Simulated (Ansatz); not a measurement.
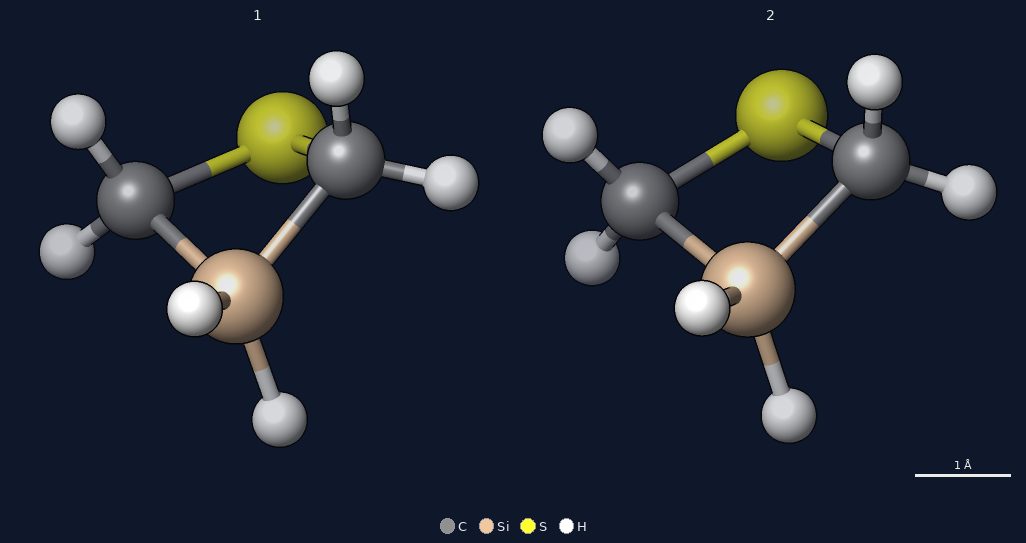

Two geometries of C₂H₆SSi (coarse preliminary run), drawn at one scale. One is the start of a relaxation, the other its converged end. A ball-and-stick model, seen from a free direction.

Computed with RKS PBE-D4/def2-SVP (Ansatz 0.2.0). (force threshold 0.03 eV/Å; at most 200 steps)

Which one is relaxed?

Structure 2 is the relaxed one. The start comes from a force field. The atom that moves furthest after the best rigid fit is the S atom (0.32 Å). By element the largest moves are S 0.32 Å, H 0.28 Å, C 0.13 Å, Si 0.10 Å. Some distances before and after: C–Si 1.816 → 1.904 Å, H–Si 1.456 → 1.510 Å, C–S 1.810 → 1.862 Å, C–S 1.902 → 1.862 Å. Bond angles that change, for instance: C–S–C 79.9° → 89.6°, C–Si–C 80.7° → 87.1°, H–C–H 104.3° → 109.2°. Over 5 geometry steps the energy falls by 40.1 kJ/mol. Largest force component: 2.7 eV/Å at the start, 0.02 eV/Å at the end. The run took 4.5 s on 2 threads of AMD EPYC 9R45 96-Core, on a shared host.
